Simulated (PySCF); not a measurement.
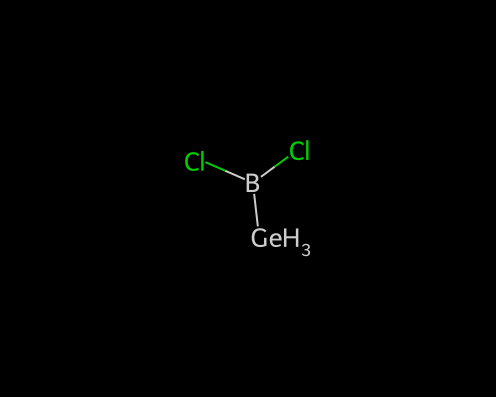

Structural formula above. Computed geometry: PBE0-D3(BJ)/def2-SVP optimisation. No frequency run is at hand to confirm it as a minimum.

Describe the 3D structure.

It has 7 atoms: 1 boron, 2 chlorine, 1 germanium and 3 hydrogen (BCl₂GeH₃). Its SMILES string is `Cl[B](Cl)[GeH3]`. Coordination: 1 B trigonal planar; 1 Ge tetrahedral.

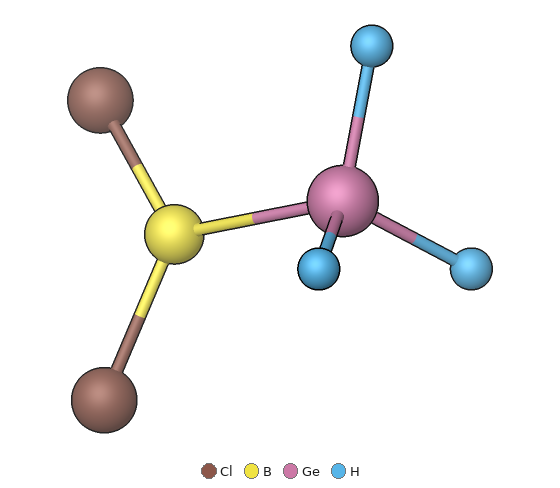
